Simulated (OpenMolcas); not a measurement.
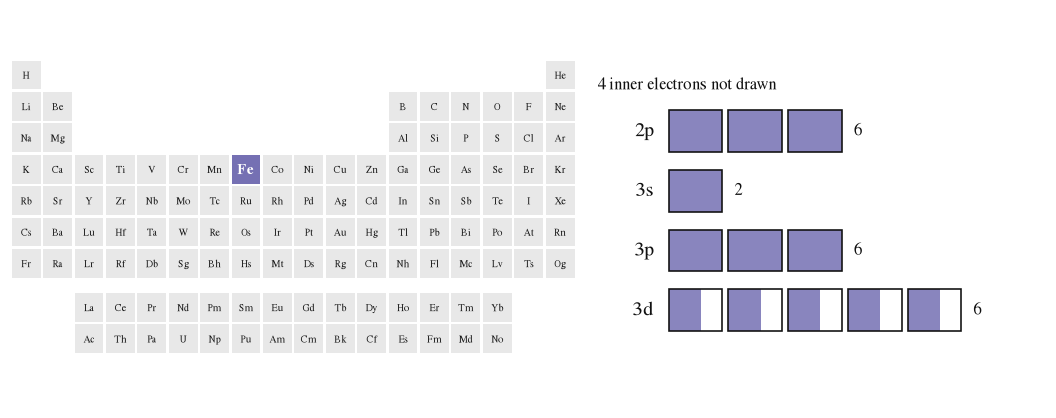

**Figure 1.** Left, the place of iron in the periodic table; right, the outer shells of the leading configuration of the lowest level: a box for each of the 2l + 1 orbitals, shaded by the share of the shell that is filled, with the electron count at the right.

Multiconfigurational calculation for Fe²⁺ complex (part 1 of 2)

System: Fe²⁺ with 6 ligands (F; octahedron, 2.111 Å), embedded in KCdF3 by model potentials and point charges, whose field is part of the energies.
Method: state-averaged CASSCF, active space 6 electrons in the shell 3d, basis ANO-RCC-VDZP on the metal and ANO-RCC-VDZP on the ligands, DKH2 scalar Hamiltonian, spin-orbit coupling by RASSI with atomic mean-field integrals (OpenMolcas).

**Output (extracts)**
```
--- SEWARD ---
Basis set label: FE.ANO-RCC...5S4P2D1F.

      Electronic valence basis set:
      ------------------
      Associated Effective Charge  26.000000 au
      Associated Actual Charge     26.000000 au
      Nuclear Model: Point charge

      Shell  nPrim  nBasis  Cartesian Spherical Contaminant
         s      21       5        X
         p      15       4        X
         d      10       2                 X
         f       6       1                 X
                  Relativistic Douglas-Kroll-Hess integrals:
                    - DKH order of Hamiltonian: 2
                    - DKH order of Properties : 0
                  Atomic mean-field integrals
--- RASSCF ---
Wave function specifications:
      -----------------------------

      Number of closed shell electrons          78
      Number of electrons in active shells       6
      Max number of holes in RAS1 space          0
      Max nr of electrons in RAS3 space          0
      Number of inactive orbitals               39
      Number of active orbitals                  5
      Number of secondary orbitals              98
      Spin quantum number                      2.0
      State symmetry                             1
Orbital specifications:
      -----------------------

      Symmetry species                           1   2
                                                ag  au
      Frozen orbitals                            0   0
      Inactive orbitals                         18  21
      Active orbitals                            5   0
      RAS1 orbitals                              0   0
      RAS2 orbitals                              5   0
      RAS3 orbitals                              0   0
      Secondary orbitals                        46  52
      Deleted orbitals                           0   0
      Number of basis functions                 69  73
      Number of CSFs                             5
      Number of root(s) required                 5
      Iter CI   SX   CI       RASSCF       Energy    max ROT     max BLB   max BLB  Level Ln srch  Step   QN
          iter iter root      energy       change     param      element    value   shift minimum  type update
 Nr of preliminary CI iterations:   1
      Total energies have been shifted. Add                -1000.00 au
        1   1   10    0  -869.95919326    0.00E+00   5.32E-02   11  38 2 -3.12E-01*  0.95   0.00    SX    NO
        2   1   10    0  -870.56213770   -6.03E-01* -3.30E-02   21  65 2 -7.63E-02*  0.67   0.00    SX    NO
        3   1    9    0  -870.59850350   -3.64E-02* -9.20E-03   21  24 2  2.80E-02*  0.63   0.00    SX    NO
        4   1    9    0  -870.60236989   -3.87E-03*  4.77E-03   21  24 2  1.59E-02*  0.62   0.00    SX    NO
        5   1    8    0  -870.60310204   -7.32E-04*  4.24E-03   21  24 2  8.26E-03*  0.62   1.91    LS   YES
        6   1    8    0  -870.60331691   -2.15E-04* -9.80E-04    5  33 2 -4.44E-03*  0.62   1.02    QN   YES
        7   1    7    0  -870.60337018   -5.33E-05* -6.15E-04   18  52 1 -9.78E-04*  0.62   1.22    QN   YES
        8   1    7    0  -870.60337993   -9.75E-06*  1.28E-04   21  56 2 -3.83E-04*  0.62   1.10    QN   YES
        9   1    6    0  -870.60338054   -6.06E-07* -3.35E-05    6  34 2  1.99E-04*  0.62   1.10    QN   YES
       10   1    6    0  -870.60338064   -1.03E-07* -2.07E-05    6  31 1 -4.01E-05   0.62   1.40    QN   YES
       11   1    5    0  -870.60338064   -6.18E-10  -2.88E-06    6  34 2 -8.47E-06   0.62   0.33    QN   YES
      Convergence after 11 iterations
       12   1    5    0  -870.60338064   -3.71E-10  -2.88E-06    6  34 2 -3.47E-06   0.62   0.33    QN   YES
      Natural orbitals and occupation numbers for root  1
      sym 1:   2.000000   1.000000   1.000000   1.000000   1.000000
      Natural orbitals and occupation numbers for root  2
      sym 1:   1.000000   1.000000   1.000000   2.000000   1.000000
      Natural orbitals and occupation numbers for root  3
      sym 1:   2.000000   1.000000   1.000000   1.000000   1.000000
::    RASSCF root number  1 Total energy:  -1870.61660449
::    RASSCF root number  2 Total energy:  -1870.61660449
::    RASSCF root number  3 Total energy:  -1870.61660449
::    RASSCF root number  4 Total energy:  -1870.58354488
::    RASSCF root number  5 Total energy:  -1870.58354488
--- RASSCF ---
Wave function specifications:
      -----------------------------

      Number of closed shell electrons          78
      Number of electrons in active shells       6
      Max number of holes in RAS1 space          0
      Max nr of electrons in RAS3 space          0
      Number of inactive orbitals               39
      Number of active orbitals                  5
      Number of secondary orbitals              98
      Spin quantum number                      1.0
      State symmetry                             1
Orbital specifications:
      -----------------------

      Symmetry species                           1   2
                                                ag  au
      Frozen orbitals                            0   0
      Inactive orbitals                         18  21
      Active orbitals                            5   0
      RAS1 orbitals                              0   0
      RAS2 orbitals                              5   0
      RAS3 orbitals                              0   0
      Secondary orbitals                        46  52
      Deleted orbitals                           0   0
      Number of basis functions                 69  73
      Number of CSFs                            45
      Number of root(s) required                45
      Iter CI   SX   CI       RASSCF       Energy    max ROT     max BLB   max BLB  Level Ln srch  Step   QN
          iter iter root      energy       change     param      element    value   shift minimum  type update
 Nr of preliminary CI iterations:   1
      Total energies have been shifted. Add                -1000.00 au
        1   1   10    0  -870.45002753    0.00E+00   6.58E-03   21  29 1  1.40E-02*  0.63   0.00    SX    NO
        2   1    9    0  -870.45095607   -9.29E-04* -3.84E-03    7  34 2 -1.42E-02*  0.64   0.00    SX    NO
        3   1    9    0  -870.45109478   -1.39E-04* -9.86E-04   19  26 1 -2.44E-03*  0.63   0.00    SX    NO
        4   1    8    0  -870.45111791   -2.31E-05* -6.68E-04    7  34 2 -2.40E-03*  0.64   0.00    SX    NO
        5   1    8    0  -870.45112204   -4.13E-06*  1.97E-04    7  34 2  5.50E-04*  0.64   0.86    QN   YES
        6   1    7    0  -870.45112314   -1.10E-06*  1.04E-04   19  26 1 -9.62E-05   0.64   1.14    QN   YES
        7   1    5    0  -870.45112321   -6.87E-08* -1.49E-05   10  24 1  3.75E-05   0.64   1.16    QN   YES
        8   1    5    0  -870.45112321    2.14E-09  -1.01E-05   10  24 1  1.99E-05   0.64   0.18    QN   YES
      Convergence after  8 iterations
        9   1    5    0  -870.45112321   -1.67E-09  -1.01E-05   10  24 1  7.70E-06   0.64   0.18    QN   YES
      Natural orbitals and occupation numbers for root  1
      sym 1:   1.846694   1.907821   0.972729   0.157003   1.115754
      Natural orbitals and occupation numbers for root  2
      sym 1:   1.846696   1.907821   0.157000   0.972732   1.115751
      Natural orbitals and occupation numbers for root  3
      sym 1:   0.089449   1.906160   1.041927   1.056287   1.906177
::    RASSCF root number  1 Total energy:  -1870.53604343
::    RASSCF root number  2 Total energy:  -1870.53604343
::    RASSCF root number  3 Total energy:  -1870.53604343
::    RASSCF root number  4 Total energy:  -1870.52272363
::    RASSCF root number  5 Total energy:  -1870.52272363
::    RASSCF root number  6 Total energy:  -1870.52272363
::    RASSCF root number  7 Total energy:  -1870.51156375
::    RASSCF root number  8 Total energy:  -1870.51156375
::    RASSCF root number  9 Total energy:  -1870.51156375
::    RASSCF root number 10 Total energy:  -1870.49944041
::    RASSCF root number 11 Total energy:  -1870.49944041
::    RASSCF root number 12 Total energy:  -1870.49916410
::    RASSCF root number 13 Total energy:  -1870.49916410
::    RASSCF root number 14 Total energy:  -1870.49916410
::    RASSCF root number 15 Total energy:  -1870.49587055
::    RASSCF root number 16 Total energy:  -1870.49587055
::    RASSCF root number 17 Total energy:  -1870.49587055
::    RASSCF root number 18 Total energy:  -1870.47921004
::    RASSCF root number 19 Total energy:  -1870.47906045
::    RASSCF root number 20 Total energy:  -1870.47906045
::    RASSCF root number 21 Total energy:  -1870.47906045
::    RASSCF root number 22 Total energy:  -1870.47621167
::    RASSCF root number 23 Total energy:  -1870.47621167
::    RASSCF root number 24 Total energy:  -1870.47621167
::    RASSCF root number 25 Total energy:  -1870.47162695
::    RASSCF root number 26 Total energy:  -1870.47162695
::    RASSCF root number 27 Total energy:  -1870.45971565
::    RASSCF root number 28 Total energy:  -1870.44907358
::    RASSCF root number 29 Total energy:  -1870.44907358
::    RASSCF root number 30 Total energy:  -1870.44907358
--- RASSCF ---
Wave function specifications:
      -----------------------------

      Number of closed shell electrons          78
      Number of electrons in active shells       6
      Max number of holes in RAS1 space          0
      Max nr of electrons in RAS3 space          0
      Number of inactive orbitals               39
      Number of active orbitals                  5
      Number of secondary orbitals              98
      Spin quantum number                      0.0
      State symmetry                             1
Orbital specifications:
      -----------------------

      Symmetry species                           1   2
                                                ag  au
      Frozen orbitals                            0   0
      Inactive orbitals                         18  21
      Active orbitals                            5   0
      RAS1 orbitals                              0   0
      RAS2 orbitals                              5   0
      RAS3 orbitals                              0   0
      Secondary orbitals                        46  52
      Deleted orbitals                           0   0
      Number of basis functions                 69  73
      Number of CSFs                            50
      Number of root(s) required                50
      Iter CI   SX   CI       RASSCF       Energy    max ROT     max BLB   max BLB  Level Ln srch  Step   QN
          iter iter root      energy       change     param      element    value   shift minimum  type update
 Nr of preliminary CI iterations:   1
      Total energies have been shifted. Add                -1000.00 au
        1   1    9    0  -870.37556126    0.00E+00   2.96E-03   21  29 1  5.95E-03*  0.63   0.00    SX    NO
        2   1    8    0  -870.37581027   -2.49E-04* -1.82E-03    7  34 2 -6.88E-03*  0.64   0.00    SX    NO
        3   1    8    0  -870.37585130   -4.10E-05*  5.01E-04   20  26 1 -1.10E-03*  0.64   0.00    SX    NO
        4   1    7    0  -870.37585886   -7.56E-06* -3.48E-04    7  34 2 -1.20E-03*  0.64   0.00    SX    NO
        5   1    7    0  -870.37586026   -1.40E-06*  1.44E-04    9  32 2  2.78E-04*  0.64   0.94    QN   YES
        6   1    6    0  -870.37586058   -3.19E-07*  4.81E-05    9  32 2  5.70E-05   0.64   1.35    QN   YES
        7   1    5    0  -870.37586059   -6.36E-09   4.19E-06   20  22 2  1.18E-05   0.64   0.48    QN   YES
      Convergence after  7 iterations
        8   1    5    0  -870.37586059    1.01E-09   4.19E-06   10  24 1  6.82E-06   0.64   0.48    QN   YES
      Natural orbitals and occupation numbers for root  1
      sym 1:   1.940223   0.089665   1.940223   0.089665   1.940223
      Natural orbitals and occupation numbers for root  2
      sym 1:   0.997088   1.007326   1.954102   0.082656   1.958828
      Natural orbitals and occupation numbers for root  3
      sym 1:   1.958829   0.082636   1.954121   0.997108   1.007305
::    RASSCF root number  1 Total energy:  -1870.51312158
::    RASSCF root number  2 Total energy:  -1870.49074867
::    RASSCF root number  3 Total energy:  -1870.49074867
::    RASSCF root number  4 Total energy:  -1870.49074867
::    RASSCF root number  5 Total energy:  -1870.46978316
::    RASSCF root number  6 Total energy:  -1870.46978316
::    RASSCF root number  7 Total energy:  -1870.46978316
::    RASSCF root number  8 Total energy:  -1870.45961220
::    RASSCF root number  9 Total energy:  -1870.45961220
::    RASSCF root number 10 Total energy:  -1870.45518249
::    RASSCF root number 11 Total energy:  -1870.44789922
::    RASSCF root number 12 Total energy:  -1870.44789922
::    RASSCF root number 13 Total energy:  -1870.44789922
::    RASSCF root number 14 Total energy:  -1870.44519420
::    RASSCF root number 15 Total energy:  -1870.44519420
::    RASSCF root number 16 Total energy:  -1870.44519420
::    RASSCF root number 17 Total energy:  -1870.44497255
::    RASSCF root number 18 Total energy:  -1870.42950152
::    RASSCF root number 19 Total energy:  -1870.42950152
::    RASSCF root number 20 Total energy:  -1870.42445783
::    RASSCF root number 21 Total energy:  -1870.42445783
::    RASSCF root number 22 Total energy:  -1870.42445783
::    RASSCF root number 23 Total energy:  -1870.41730155
::    RASSCF root number 24 Total energy:  -1870.41730155
::    RASSCF root number 25 Total energy:  -1870.41730155
::    RASSCF root number 26 Total energy:  -1870.40634442
::    RASSCF root number 27 Total energy:  -1870.38945443
::    RASSCF root number 28 Total energy:  -1870.38945443
::    RASSCF root number 29 Total energy:  -1870.38078267
::    RASSCF root number 30 Total energy:  -1870.37224870
--- RASSI ---
SPIN-FREE ENERGIES:
  (Shifted by EMIN (a.u.) =      -1870.6166044860)

 SF State       Relative EMIN(au)   Rel lowest level(eV)    D:o, cm**(-1)

     1             0.0000000000        0.0000000000              0.0000
     2             0.0000000000        0.0000000000              0.0000
     3             0.0000000000        0.0000000000              0.0000
     4             0.0330596069        0.8995977324           7255.7450
     5             0.0330596069        0.8995977324           7255.7450
     6             0.0805610540        2.1921779571          17681.1076
     7             0.0805610540        2.1921779571          17681.1076
     8             0.0805610540        2.1921779571          17681.1076
     9             0.0938808525        2.5546281386          20604.4655
    10             0.0938808525        2.5546281386          20604.4655
    11             0.0938808525        2.5546281386          20604.4655
    51             0.1034829058        2.8159133186          22711.8726
    13             0.1050407396        2.8583041369          23053.7776
    14             0.1050407396        2.8583041369          23053.7776
    12             0.1050407396        2.8583041369          23053.7776
    16             0.1171640736        3.1881968611          25714.5419
    15             0.1171640736        3.1881968611          25714.5419
    18             0.1174403890        3.1957157872          25775.1861
    19             0.1174403890        3.1957157872          25775.1861
    17             0.1174403890        3.1957157872          25775.1861
    21             0.1207339346        3.2853377280          26498.0358
    22             0.1207339346        3.2853377280          26498.0358
    20             0.1207339346        3.2853377280          26498.0358
    52             0.1258558163        3.4247112297          27622.1589
    53             0.1258558163        3.4247112297          27622.1589
    54             0.1258558163        3.4247112297          27622.1589
    23             0.1373944456        3.7386933259          30154.5953
    24             0.1375440368        3.7427639110          30187.4268
    25             0.1375440368        3.7427639110          30187.4268
    26             0.1375440368        3.7427639110          30187.4268
    27             0.1403928189        3.8202832209          30812.6622
    28             0.1403928189        3.8202832209          30812.6622
    29             0.1403928189        3.8202832209          30812.6622
    31             0.1449775355        3.9450397166          31818.8912
    30             0.1449775355        3.9450397166          31818.8912
    55             0.1468213246        3.9952117719          32223.5561
    56             0.1468213246        3.9952117719          32223.5561
    57             0.1468213246        3.9952117719          32223.5561
    32             0.1568888399        4.2691628213          34433.1203
    58             0.1569922837        4.2719776700          34455.8236
Eigenvalues of complex Hamiltonian:
   -----------------------------------
  (Shifted by EMIN (a.u.) =      -1870.6166044860)

 SO State       Relative EMIN(au)   Rel lowest level(eV)    D:o, cm**(-1)
```

(Continued in part 2.) Outcome of the run: converged.
